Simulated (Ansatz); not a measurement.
# GeH6ISi (doublet): what the fields show

The calculation's input:

```
crystal:
  periodic: [false, false, false]
  atoms:
    - {symbol: I, position_ang: [-2.524193, 0.047461, 0.476401]}
    - {symbol: Si, position_ang: [-0.291632, 0.870078, -0.845377]}
    - {symbol: Ge, position_ang: [0.559888, -0.893014, 0.844239]}
    - {symbol: H, position_ang: [0.995547, 0.396491, -1.483406]}
    - {symbol: H, position_ang: [-1.154666, 1.010764, -2.040928]}
    - {symbol: H, position_ang: [-0.019768, 2.170761, -0.193717]}
    - {symbol: H, position_ang: [2.051320, -0.502874, 0.774264]}
    - {symbol: H, position_ang: [0.065910, -0.849166, 2.291691]}
    - {symbol: H, position_ang: [0.317493, -2.250602, 0.176832]}
basis:
  gaussian: {orbitals: def2-TZVPP}
magnetization: {spin_polarized: true, initial_magnetization: 1}
hamiltonian: {xc: pbe0, dispersion: d4}
output: {orbitals: {seedname: orbitals}}
```

Command:

```sh
ansatz run in.yaml --threads 4 --pin off --events-out ev --progress --plain --max-ram 41984MiB --backend cpu
```

A transition-state structure; geometry: PBE0-D4/def2-TZVP; core potentials replace the inner electrons of I.

All numbers below come from UKS PBE0-D4/def2-TZVPP in Ansatz 0.2.0.

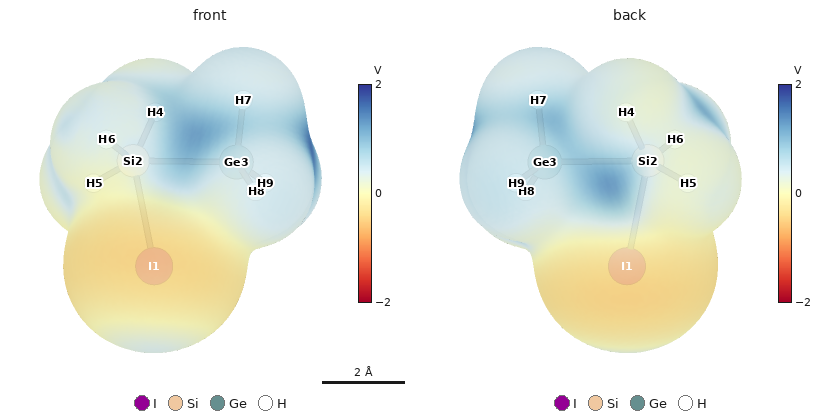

Figure 1. The molecular electrostatic potential painted on the density surface at 0.002 e/bohr³, seen from the front and from behind; red is negative and blue positive.

Describe the electrostatic potential map.

The most negative region (about −0.5 V) lies over I1, the most positive (about +1.5 V) over Ge3. I1 shows a σ-hole: about +0.4 V at the tip opposite its bond, against about −0.3 V on its flanks.

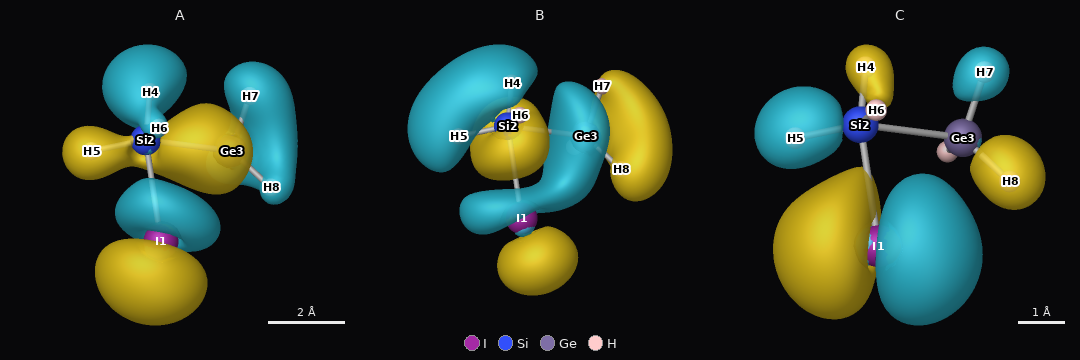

Figure 2. Three frontier orbitals at ±0.06 Å⁻³ᐟ² (yellow and cyan are the two phases), in no order.

Order the three orbitals by energy and name them. All are α orbitals.

C is the HOMO−1 (α) (−7.45 eV). By Hirshfeld shares it lies mainly on I1 (about 85 %); largely a lone pair of I1. A is the HOMO (α) (−6.49 eV). It lies mainly on I1 (about 40 %), Ge3 (about 25 %), Si2 (about 15 %) and H4 (about 10 %). B is the LUMO (α) (−1.25 eV). By Hirshfeld shares it lies mainly on Si2 (about 35 %), Ge3 (about 25 %), I1 (about 20 %) and H5 (about 10 %).

What is the gap between the highest occupied and lowest empty α orbitals?

5.24 eV between the orbital energies.

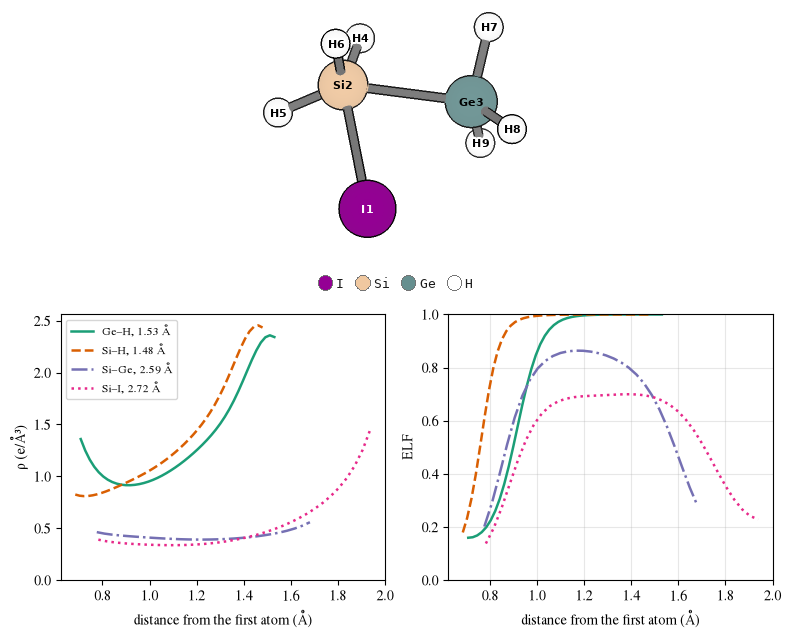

Figure 3. Electron density and electron localisation function along straight lines between neighbouring atoms. The curves leave out the atomic cores. The structure is drawn too.

What can be read from the curves?

Ge–H (1.53 Å): the density is about 1.1 e/Å³ at the midpoint; the ELF climbs to about 1 towards the hydrogen.
Si–H (1.48 Å): the density is about 0.81 e/Å³ at the midpoint; the ELF climbs to about 1 towards the hydrogen.
Si–Ge (2.59 Å): the density is about 0.39 e/Å³ at the midpoint; the ELF peaks at about 0.85 between the atoms, as expected for a covalent bond.
Si–I (2.72 Å): ρ at the midpoint is about 0.39 e/Å³, with its minimum of 0.34 e/Å³ about 1.1 Å from Si; the ELF peaks at about 0.70 between the atoms.
